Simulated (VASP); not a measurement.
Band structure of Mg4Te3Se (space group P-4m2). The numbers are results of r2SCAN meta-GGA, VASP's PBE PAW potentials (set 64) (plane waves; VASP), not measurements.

Unless said otherwise, spin-orbit coupling is left out, though it shifts the bands of the heavy elements here.

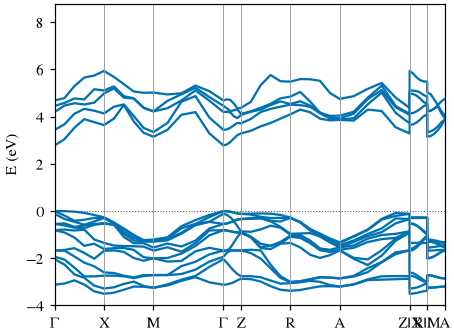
Figure. Bands along high-symmetry lines, zero at the valence-band maximum or, without a gap, the Fermi level

Q: Read the plot: is there a gap, and where are the band edges?

A: The gap is direct, 2.78 eV, from the valence maximum at Γ to the conduction minimum at Γ.

The structure comes from a computed database's Mg4Te3Se entry (P-4m2); how it stands against other phases isn't given here. It was relaxed first.
